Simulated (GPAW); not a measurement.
**Work function of Mo2COS MXene monolayer at several levels**

Aim: the work function of both faces of Mo2COS MXene monolayer, and its spread over functionals and bases.

Calculated with GPAW 26.7.0; GPAW, PAW setups; layer in a repeated cell with vacuum, relaxation of atoms and in-plane cell, in the first sound run; inputs show where later runs differ.

## (1) The structure

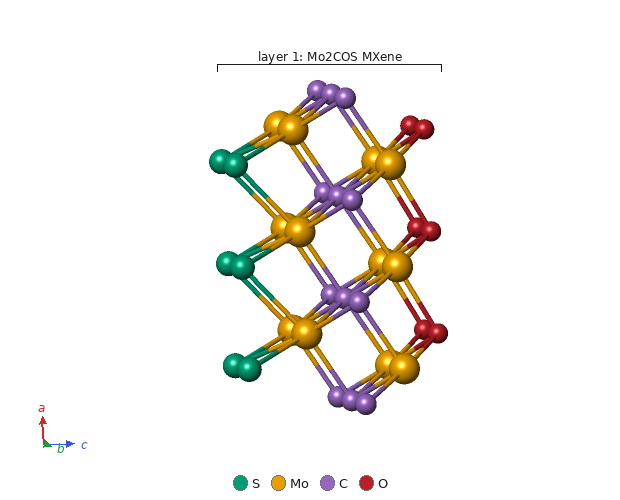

The starting structure, seen from the side, with the c axis across the page (sulfur teal, molybdenum orange, carbon purple, oxygen red). 3×2×1 cells are drawn. Some periodic images of atoms are drawn too.

The cell holds 5 atoms: 1 S, 2 Mo, 1 C and 1 O. Its edges and angles: a = 3.025 Å, b = 3.025 Å, c = 19.151 Å, α = 90.0°, β = 90.0°, γ = 120.0°. Vacuum lies along c.

## (2) Relaxing the atoms

Forces are removed first; all later runs use this geometry.

File run.py:

```python
import json
import numpy as np
from ase import Atoms
from ase.filters import FrechetCellFilter
from ase.optimize import BFGS
from gpaw import GPAW, PW

slab = Atoms(
    ['S', 'Mo', 'C', 'Mo', 'O'],
    positions=[
        [-0.00000, 1.74633, 7.00000],
        [1.51237, 0.87317, 8.69836],
        [0.00000, 0.00000, 9.89184],
        [-0.00000, 1.74633, 11.08532],
        [1.51237, 0.87317, 12.15136]],
    cell=[[3.02474, 0.0, 0.0], [-1.51237, 2.6195, 0.0], [0.0, 0.0, 19.1514]],
    pbc=[True, True, True])

slab.calc = GPAW(mode=PW(600), xc='PBE', kpts={'size': (12, 12, 1), 'gamma': True},
                 occupations={'name': 'fermi-dirac', 'width': 0.05}, nbands='160%',
                 convergence={'density': 1e-05}, maxiter=200,
                 symmetry={'tolerance': 1e-3}, txt='slab.txt')
result = {}
# The in-plane cell is free; stress needs a cell that repeats along all three vectors
path = []
opt = BFGS(FrechetCellFilter(slab, mask=[1, 1, 0, 0, 0, 1]), maxstep=0.2)
opt.attach(lambda: path.append((slab.get_potential_energy(), slab.positions.tolist(), slab.get_forces().tolist())))
result['relaxed'] = bool(opt.run(fmax=0.02, steps=45))
result['path'] = path
result['cell'] = slab.cell.tolist()
print('in-plane lattice', slab.cell.cellpar().round(4)[[0, 1, 5]])
energy = slab.get_potential_energy()
fermi = slab.calc.get_fermi_level()
v = slab.calc.get_electrostatic_potential().mean((0, 1)) - fermi
n = slab.calc.get_pseudo_density().mean((0, 1))
L = slab.cell[2, 2]
z = np.arange(len(v)) * L / len(v)
low, high = slab.positions[:, 2].min(), slab.positions[:, 2].max()
below, above = np.interp([low - 4.8, high + 4.8], z, v)
slopes = [np.interp(x, z, np.gradient(v, z)) for x in (low - 4.8, high + 4.8)]
eps = np.array([[slab.calc.get_eigenvalues(k, s) for k in range(len(slab.calc.get_ibz_k_points()))]
                for s in range(slab.calc.get_number_of_spins())]) - fermi
top, bottom = eps[eps < 0].max(), eps[eps > 0].min()
dipole = slab.get_dipole_moment()[2]
print(f'energy {energy:.4f} eV, Fermi level {fermi:.4f} eV, dipole {dipole:.5f} e A')
print(f'potential 4.8 A off the faces, from the Fermi level: lower {below:.4f} eV, upper {above:.4f} eV')
print(f'slope of the potential there: lower {slopes[0]:.5f}, upper {slopes[1]:.5f} eV/A')
print(f'nearest levels on the mesh: {top:.4f} and {bottom:.4f} eV')
print('magnetic moment', round(slab.get_magnetic_moment(), 3))
result.update(energy=energy, fermi=fermi, dipole=dipole, below=below, above=above, slopes=slopes, edges=[top, bottom],
              z=z.tolist(), v=v.tolist(), n=n.tolist(), positions=slab.positions.tolist(),
              forces=slab.get_forces(apply_constraint=False).tolist(), moments=slab.get_magnetic_moments().tolist())
json.dump(result, open('result.json', 'w'))
```

Run with:

```
> OMP_NUM_THREADS=1 OPENBLAS_NUM_THREADS=1 python run.py
```

Output:

```text
Step          Energy          fmax
BFGS:    0      -43.758899        1.093458
BFGS:    1      -43.816192        0.932708
BFGS:    2      -43.917879        0.612556
BFGS:    3      -43.935910        0.696827
BFGS:    4      -43.998836        0.664720
BFGS:    5      -44.030187        0.503631
BFGS:    6      -44.056874        0.497676
BFGS:    7      -44.067543        0.412666
BFGS:    8      -44.071182        0.155340
BFGS:    9      -44.070918        0.042807
BFGS:   10      -44.070984        0.025065
BFGS:   11      -44.071058        0.009659
in-plane lattice [  3.15   3.15 120.  ]
energy -44.0607 eV, Fermi level 0.5157 eV, dipole -0.06880 e A
potential 4.8 A off the faces, from the Fermi level: lower 5.5487 eV, upper 5.8953 eV
slope of the potential there: lower -0.07569, upper -0.07529 eV/A
nearest levels on the mesh: -0.0129 and 0.0518 eV
magnetic moment 0.0
```

Run time: 11 min. Hardware: 1 thread of Intel Xeon Platinum 8488C (Sapphire Rapids), shared host; peak memory 0.58 GiB.

This run has no spin polarisation, although Mo can carry a moment.

This step gave:

```
dipole along the normal                    : -0.06880 e·Å
levels nearest the Fermi level on the mesh : -0.01293, 0.05180 eV from the Fermi level
```

The electrostatic potential energy of an electron (without an applied field's), less the Fermi level, planar mean oscillates, so the rows of the table below give means over windows of 1 Å about each position, cut where the curve ends. Its maxima inside the range that stand out by 2 % of the span (Å: eV): 7.9: -5.16, 9.5: -11.0, 10.3: -11.3, 11.7: -9.51. Its minima: 7.1: -19.5, 8.8: -23.9, 9.9: -14.1, 10.9: -24.1, 12.0: -10.9.

Table of electrostatic potential energy of an electron (without an applied field's), less the Fermi level, planar mean by z; means over each step:

```tsv
z (Å)	electrostatic potential energy of an electron (without an applied field's), less the Fermi level, planar mean (eV)
0	5.70
1	5.65
2	5.57
3	5.50
4	5.42
5	5.25
6	3.01
7	-13.0
8	-9.16
9	-18.7
10	-12.6
11	-19.8
12	-8.18
13	4.73
14	6.07
15	6.04
16	5.96
17	5.89
18	5.81
19	5.75
```

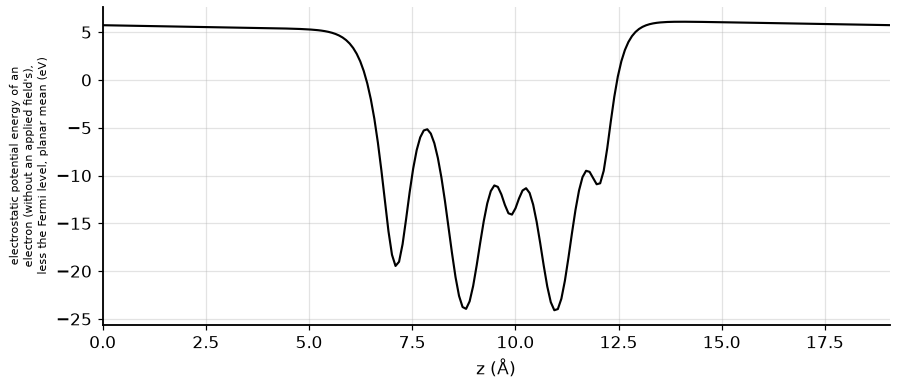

Electrostatic potential energy of an electron (without an applied field's), less the Fermi level, planar mean against z.

The pseudo valence density, planar mean oscillates, so the rows of the table below give means over windows of 1 Å about each position, cut where the curve ends. Its maxima inside the range that stand out by 2 % of the span (Å: e/Å³): 7.5: 0.497, 8.7: 1.63, 10.9: 1.65, 12.0: 0.889. Its minima: 7.9: 0.443, 9.7: 0.637, 11.6: 0.734.

Pseudo valence density, planar mean against z; means over each step:

```tsv
z (Å)	pseudo valence density, planar mean (e/Å³)
3	1.0e-5
4	2.3e-4
5	0.00549
6	0.115
7	0.416
8	0.591
9	1.19
10	0.674
11	1.26
12	0.759
13	0.117
14	0.00275
15	8.6e-5
```

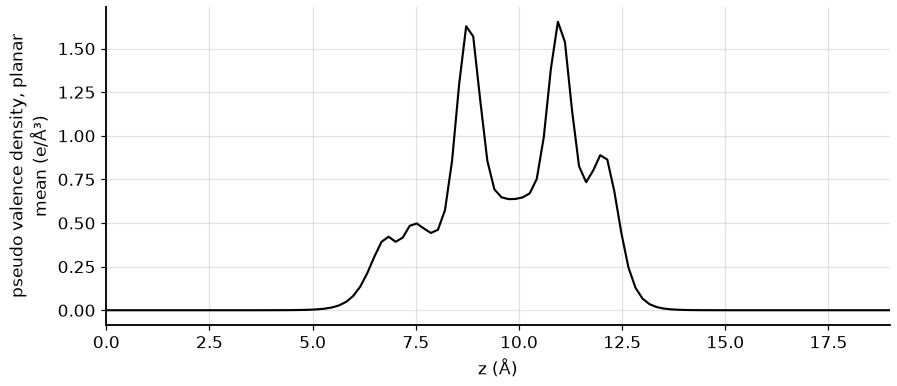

Pseudo valence density, planar mean, plotted against z.

The relaxation lowered the energy of the cell by 0.319 eV (energies extrapolated to zero smearing; the optimiser's log prints free energies). The largest force left on a free atom is 0.0097 eV/Å.

## (3) Plane waves, PBE

The work function is the vacuum plateau of the electrostatic potential less the Fermi level; a dipole layer lets the two faces have plateaus of their own.

This step: GPAW, PAW setups; slab in vacuum (GPAW 26.7.0).

The cell differs from the one that the last finished run ended in (c 19.151 → 18.965 Å).

Changes to run.py since step 2:

```diff
@@ -3,4 +3,2 @@
 from ase import Atoms
-from ase.filters import FrechetCellFilter
-from ase.optimize import BFGS
 from gpaw import GPAW, PW
@@ -10,23 +8,16 @@
     positions=[
-        [-0.00000, 1.74633, 7.00000],
-        [1.51237, 0.87317, 8.69836],
-        [0.00000, 0.00000, 9.89184],
-        [-0.00000, 1.74633, 11.08532],
-        [1.51237, 0.87317, 12.15136]],
-    cell=[[3.02474, 0.0, 0.0], [-1.51237, 2.6195, 0.0], [0.0, 0.0, 19.1514]],
-    pbc=[True, True, True])
+        [-0.00000, 1.81864, 7.00000],
+        [1.57499, 0.90932, 8.66557],
+        [0.00000, -0.00000, 9.77657],
+        [-0.00000, 1.81864, 10.87416],
+        [1.57499, 0.90932, 11.96451]],
+    cell=[[3.14998, -0.0, 0.0], [-1.57499, 2.72796, 0.0], [0.0, 0.0, 18.9645]],
+    pbc=[True, True, False])
 
-slab.calc = GPAW(mode=PW(600), xc='PBE', kpts={'size': (12, 12, 1), 'gamma': True},
+slab.calc = GPAW(mode=PW(500), xc='PBE', kpts={'size': (12, 12, 1), 'gamma': True},
                  occupations={'name': 'fermi-dirac', 'width': 0.05}, nbands='160%',
                  convergence={'density': 1e-05}, maxiter=200,
+                 poissonsolver={'dipolelayer': 'xy'},
                  symmetry={'tolerance': 1e-3}, txt='slab.txt')
 result = {}
-# The in-plane cell is free; stress needs a cell that repeats along all three vectors
-path = []
-opt = BFGS(FrechetCellFilter(slab, mask=[1, 1, 0, 0, 0, 1]), maxstep=0.2)
-opt.attach(lambda: path.append((slab.get_potential_energy(), slab.positions.tolist(), slab.get_forces().tolist())))
-result['relaxed'] = bool(opt.run(fmax=0.02, steps=45))
-result['path'] = path
-result['cell'] = slab.cell.tolist()
-print('in-plane lattice', slab.cell.cellpar().round(4)[[0, 1, 5]])
 energy = slab.get_potential_energy()
```

Output:

```text
energy -43.7065 eV, Fermi level 0.5673 eV, dipole -0.04510 e A
potential 4.8 A off the faces, from the Fermi level: lower 5.2622 eV, upper 6.2162 eV
slope of the potential there: lower 0.00055, upper 0.00046 eV/A
nearest levels on the mesh: -0.0129 and 0.0516 eV
magnetic moment 0.0
```

Wall time 70 s (1 thread); peak memory 0.25 GiB.

This step gave:

* dipole along the normal: -0.04510 e·Å
* levels nearest the Fermi level on the mesh: -0.01290, 0.05156 eV from the Fermi level
* upper work function: 6.216 eV
* lower work function: 5.262 eV

The electrostatic potential energy of an electron (without an applied field's), less the Fermi level, planar mean oscillates, so the rows of the table below give means over windows of 1 Å about each position, cut where the curve ends. Its maxima inside the range that stand out by 2 % of the span (Å: eV): 7.7: -5.15, 9.4: -11.0, 10.2: -11.3, 11.6: -9.49. Its minima: 7.0: -19.3, 8.7: -23.9, 9.8: -14.1, 10.8: -24.1, 11.9: -11.0.

The electrostatic potential energy of an electron (without an applied field's), less the Fermi level, planar mean by z; means over each step:

```tsv
z (Å)	electrostatic potential energy of an electron (without an applied field's), less the Fermi level, planar mean (eV)
0	5.44
1	5.26
2	5.26
3	5.26
4	5.26
5	5.12
6	2.05
7	-13.5
8	-10.5
9	-17.7
10	-13.1
11	-19.3
12	-6.75
13	5.24
14	6.19
15	6.21
16	6.22
17	6.22
18	6.22
```

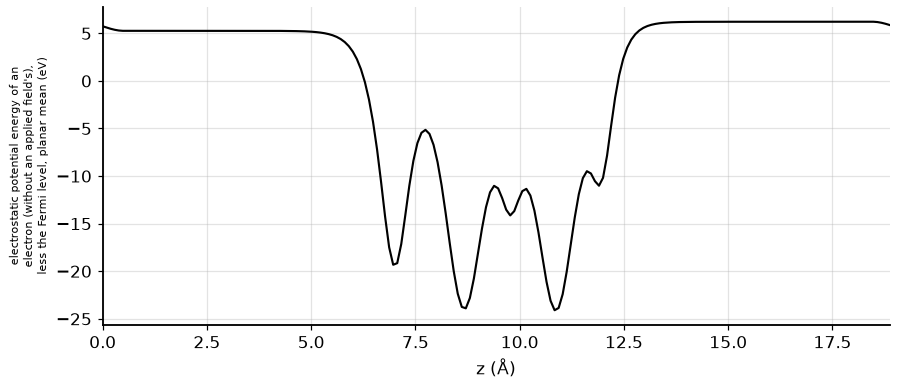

Electrostatic potential energy of an electron (without an applied field's), less the Fermi level, planar mean against z.

The pseudo valence density, planar mean oscillates, so the rows of the table below give means over windows of 2 Å about each position, cut where the curve ends. Its maxima inside the range that stand out by 2 % of the span (Å: e/Å³): 7.4: 0.500, 8.7: 1.65, 10.8: 1.65, 12.0: 0.880. Its minima: 7.7: 0.444, 9.7: 0.636, 11.4: 0.760.

The pseudo valence density, planar mean by z; means over each step:

```tsv
z (Å)	pseudo valence density, planar mean (e/Å³)
2	2.2e-6
4	8.4e-4
6	0.179
8	0.812
10	0.908
12	0.655
14	0.00613
16	6.6e-6
```

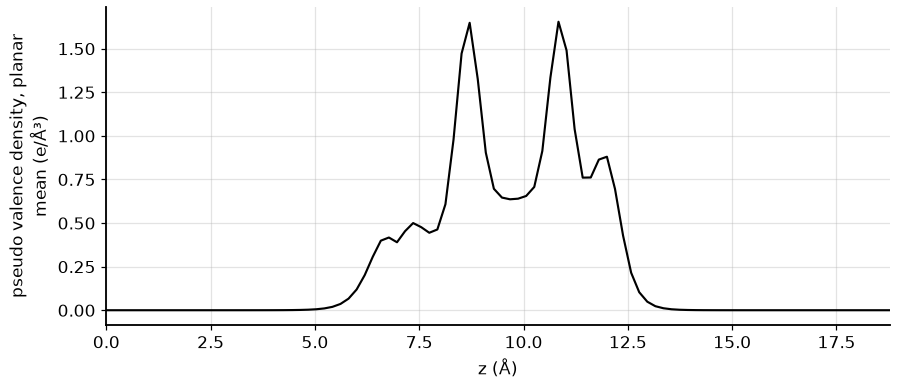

Pseudo valence density, planar mean against z.

The potential is flat to 5.5e-4 eV/Å where it is read, so the vacuum is wide enough.

## (4) Self-consistent run: xc = "RPBE"

The same geometry under RPBE, to see how far the functional moves the levels against the vacuum.

Changes to run.py since step 3:

```diff
@@ -16,3 +16,3 @@
 
-slab.calc = GPAW(mode=PW(500), xc='PBE', kpts={'size': (12, 12, 1), 'gamma': True},
+slab.calc = GPAW(mode=PW(500), xc='RPBE', kpts={'size': (12, 12, 1), 'gamma': True},
                  occupations={'name': 'fermi-dirac', 'width': 0.05}, nbands='160%',
```

Output:

```text
energy -41.3808 eV, Fermi level 0.6719 eV, dipole -0.04308 e A
potential 4.8 A off the faces, from the Fermi level: lower 5.1686 eV, upper 6.0799 eV
slope of the potential there: lower 0.00054, upper 0.00046 eV/A
nearest levels on the mesh: -0.0144 and 0.0486 eV
magnetic moment 0.0
```

The job ended after 67 s (1 thread; peak memory 0.25 GiB).

Numbers from this step:

| Quantity | Value |
| --- | --- |
| dipole along the normal | -0.04308 e·Å |
| levels nearest the Fermi level on the mesh | -0.01445, 0.04856 eV from the Fermi level |
| upper work function | 6.080 eV |
| lower work function | 5.169 eV |

The electrostatic potential energy of an electron (without an applied field's), less the Fermi level, planar mean oscillates, so the rows of the table below give means over windows of 1 Å about each position, cut where the curve ends. Its maxima inside the range that stand out by 2 % of the span (Å: eV): 7.7: -5.22, 9.4: -11.1, 10.2: -11.4, 11.6: -9.59. Its minima: 7.0: -19.4, 8.7: -24.0, 9.8: -14.2, 10.8: -24.2, 11.9: -11.1.

Table of electrostatic potential energy of an electron (without an applied field's), less the Fermi level, planar mean by z; means over each step:

```tsv
z (Å)	electrostatic potential energy of an electron (without an applied field's), less the Fermi level, planar mean (eV)
0	5.34
1	5.17
2	5.17
3	5.17
4	5.16
5	5.03
6	1.97
7	-13.6
8	-10.5
9	-17.8
10	-13.2
11	-19.3
12	-6.86
13	5.10
14	6.05
15	6.08
16	6.08
17	6.08
18	6.08
```

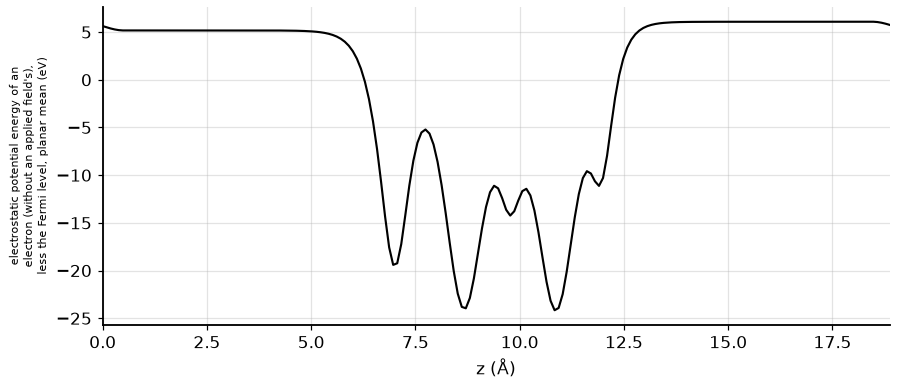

Electrostatic potential energy of an electron (without an applied field's), less the Fermi level, planar mean against z.

The pseudo valence density, planar mean oscillates, so the rows of the table below give means over windows of 1 Å about each position, cut where the curve ends. Its maxima inside the range that stand out by 2 % of the span (Å: e/Å³): 7.4: 0.500, 8.7: 1.65, 10.8: 1.66, 12.0: 0.879. Its minima: 7.7: 0.444, 9.7: 0.635, 11.4: 0.761.

The pseudo valence density, planar mean by z; means over each step:

```tsv
z (Å)	pseudo valence density, planar mean (e/Å³)
3	1.7e-5
4	3.6e-4
5	0.00805
6	0.151
7	0.430
8	0.676
9	1.12
10	0.706
11	1.24
12	0.708
13	0.0820
14	0.00197
15	6.3e-5
```

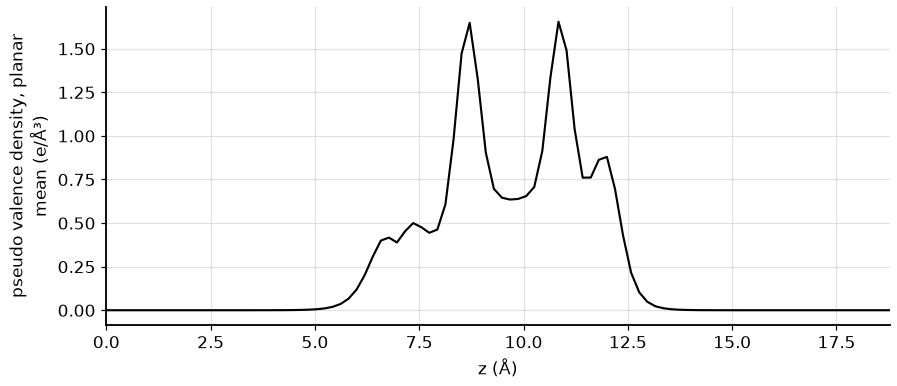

Pseudo valence density, planar mean, plotted against z.

Force by atom:

```tsv
atom	x (eV/Å)	y (eV/Å)	z (eV/Å)	size
S1	0.000	0.000	-0.181	0.181
Mo2	0.000	0.000	-0.102	0.102
C3	0.000	0.000	-0.012	0.012
Mo4	0.000	0.000	0.010	0.010
O5	0.000	0.000	0.320	0.320
```

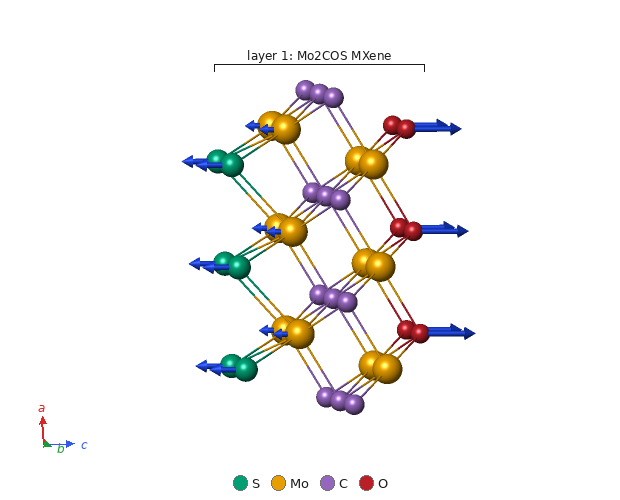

Force as arrows, the longest 0.320 eV/Å. 3×2×1 cells are drawn. Some periodic images of atoms are drawn too.

The upper face's work function is 6.080 eV, against 6.216 eV in the first plane-wave PBE run at this geometry.

## (5) OptPBE vdW: xc = "optPBE-vdW"

The same geometry under optPBE-vdW, to see how far the functional moves the levels against the vacuum (the van der Waals functionals take revPBE setups).

Changes to run.py since step 4:

```diff
@@ -16,3 +16,3 @@
 
-slab.calc = GPAW(mode=PW(500), xc='RPBE', kpts={'size': (12, 12, 1), 'gamma': True},
+slab.calc = GPAW(mode=PW(500), xc='optPBE-vdW', kpts={'size': (12, 12, 1), 'gamma': True},
                  occupations={'name': 'fermi-dirac', 'width': 0.05}, nbands='160%',
```

Output:

```text
energy -79.8756 eV, Fermi level 0.3656 eV, dipole -0.04715 e A
potential 4.8 A off the faces, from the Fermi level: lower 5.5150 eV, upper 6.5122 eV
slope of the potential there: lower 0.00054, upper 0.00047 eV/A
nearest levels on the mesh: -0.0138 and 0.0416 eV
magnetic moment 0.0
```

Run time: 81 s. Hardware: 1 thread; peak memory 0.42 GiB.

Numbers from this step:

```
dipole along the normal                    : -0.04715 e·Å
levels nearest the Fermi level on the mesh : -0.01378, 0.04155 eV from the Fermi level
upper work function                        : 6.512 eV
lower work function                        : 5.515 eV
```

The upper face's work function is 6.512 eV, against 6.216 eV in the first plane-wave PBE run at this geometry.

## (6) Self-consistent run: xc = "revPBE"

The same geometry under revPBE, to see how far the functional moves the levels against the vacuum.

Changes to run.py since step 5:

```diff
@@ -16,3 +16,3 @@
 
-slab.calc = GPAW(mode=PW(500), xc='optPBE-vdW', kpts={'size': (12, 12, 1), 'gamma': True},
+slab.calc = GPAW(mode=PW(500), xc='revPBE', kpts={'size': (12, 12, 1), 'gamma': True},
                  occupations={'name': 'fermi-dirac', 'width': 0.05}, nbands='160%',
```

Output:

```text
energy -41.7811 eV, Fermi level 0.6625 eV, dipole -0.04351 e A
potential 4.8 A off the faces, from the Fermi level: lower 5.1655 eV, upper 6.0859 eV
slope of the potential there: lower 0.00054, upper 0.00046 eV/A
nearest levels on the mesh: -0.0145 and 0.0491 eV
magnetic moment 0.0
```

Run time: 66 s. Hardware: 1 thread; peak memory 0.25 GiB.

This step gave:

```yaml
dipole_along_the_normal: -0.04351 e·Å
levels_nearest_the_fermi_level_on_the_mesh: -0.01448, 0.04906 eV from the Fermi level
upper_work_function: 6.086 eV
lower_work_function: 5.166 eV
```

The upper face's work function is 6.086 eV, against 6.216 eV in the first plane-wave PBE run at this geometry.

## (7) Self-consistent run: xc = "LDA"

The same geometry under LDA, to see how far the functional moves the levels against the vacuum.

Changes to run.py since step 6:

```diff
@@ -16,3 +16,3 @@
 
-slab.calc = GPAW(mode=PW(500), xc='revPBE', kpts={'size': (12, 12, 1), 'gamma': True},
+slab.calc = GPAW(mode=PW(500), xc='LDA', kpts={'size': (12, 12, 1), 'gamma': True},
                  occupations={'name': 'fermi-dirac', 'width': 0.05}, nbands='160%',
```

Output:

```text
energy -48.7419 eV, Fermi level 0.2858 eV, dipole -0.05043 e A
potential 4.8 A off the faces, from the Fermi level: lower 5.4984 eV, upper 6.5646 eV
slope of the potential there: lower 0.00056, upper 0.00046 eV/A
nearest levels on the mesh: -0.0107 and 0.0550 eV
magnetic moment 0.0
```

Wall time 60 s (1 thread); peak memory 0.25 GiB.

Numbers from this step:

```yaml
dipole_along_the_normal: -0.05043 e·Å
levels_nearest_the_fermi_level_on_the_mesh: -0.01075, 0.05497 eV from the Fermi level
upper_work_function: 6.565 eV
lower_work_function: 5.498 eV
```

The upper face's work function is 6.565 eV, against 6.216 eV in the first plane-wave PBE run at this geometry.

(Continued in part 2 of 2.)

[Logs are printed without paths, hosts, clocks, repeated set-up lines and the standing remarks that a program may print on its own settings, such as how far it seeks lower states.]

[Hosts, paths, dates, database ids (printed as entryN), source tags and the programs' standing remarks are cut or masked in the printed files.]
